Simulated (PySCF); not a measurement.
System: C2H8O2SeSi2.

The calculation's input:

```
{"job": {"kind": "uv", "xc": "wB97X-D", "basis": "def2-SVPD", "nstates": 8, "ntriplets": 3}, "charge": 0, "multiplicity": 1}
C      2.658162     0.232962     0.313558
Si     0.838149    -0.029032     0.720436
O      0.282184    -0.964389    -0.492764
C     -1.022589    -1.284329    -0.795049
O     -1.798522    -0.190263    -1.095630
Si    -2.149292     1.113024    -0.189107
Se    -0.273943     1.983211     0.766844
H      3.095618     0.910936     1.037290
H      2.788882     0.662913    -0.674868
H      3.202302    -0.703361     0.351330
H      0.560527    -0.686492     2.001346
H     -1.000428    -1.924015    -1.687119
H     -1.473547    -1.846251     0.040005
H     -3.052486     0.737618     0.896658
H     -2.659429     1.995459    -1.214841
```

Command:

```sh
OMP_NUM_THREADS=1 python probes_run.py task.json out
```

Geometry: GFN2-xTB.

The calculation used wB97X-D/def2-SVPD, SCF density, gas phase in PySCF 2.14.0.

What will maps of the electron density and electron localisation function show?

Answer. C–O (1.38 Å): the density is about 2.2 e/Å³ at the midpoint, with its minimum of 1.8 e/Å³ about 0.5 Å from C; the ELF peaks at about 0.90 between the atoms (a shared but strongly polarised pair).
Si–O (1.63 Å): the density is about 1.1 e/Å³ at the midpoint; the ELF peaks at about 0.85 between the atoms: a polar covalent bond.
C–Si (1.88 Å): ρ is about 0.97 e/Å³ halfway; the ELF peaks at about 0.95 between the atoms, as expected for localised, covalent bonding.
C–H (1.08 Å): ρ is about 1.9 e/Å³ halfway; the ELF climbs to about 1 towards the hydrogen, as it does in any bond to H: an ordinary covalent bond to hydrogen.

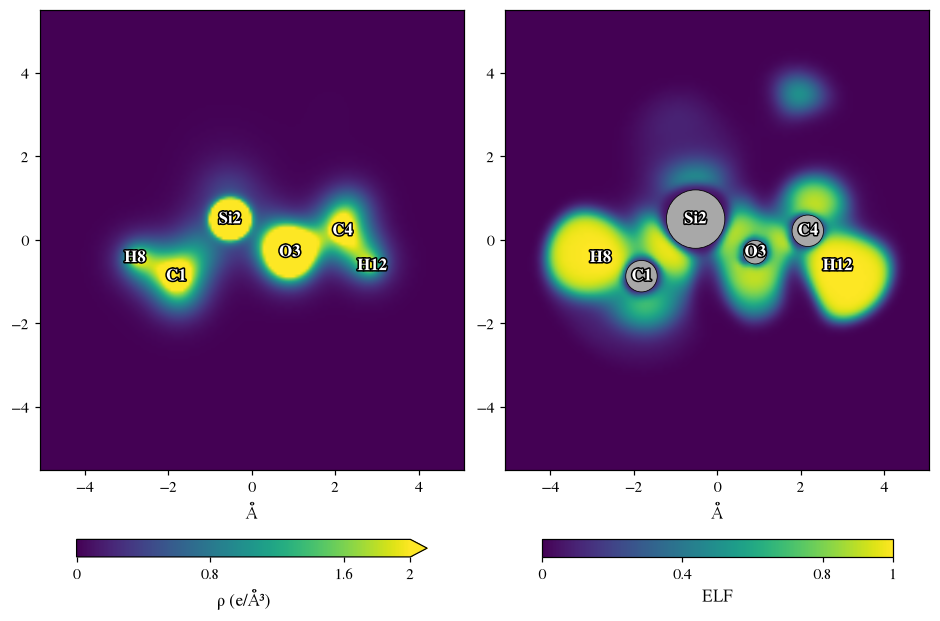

Computed electron density and electron localisation function on the plane of atoms C1, Si2 and O3, in this order. Grey discs cover the atomic cores in the ELF map. 
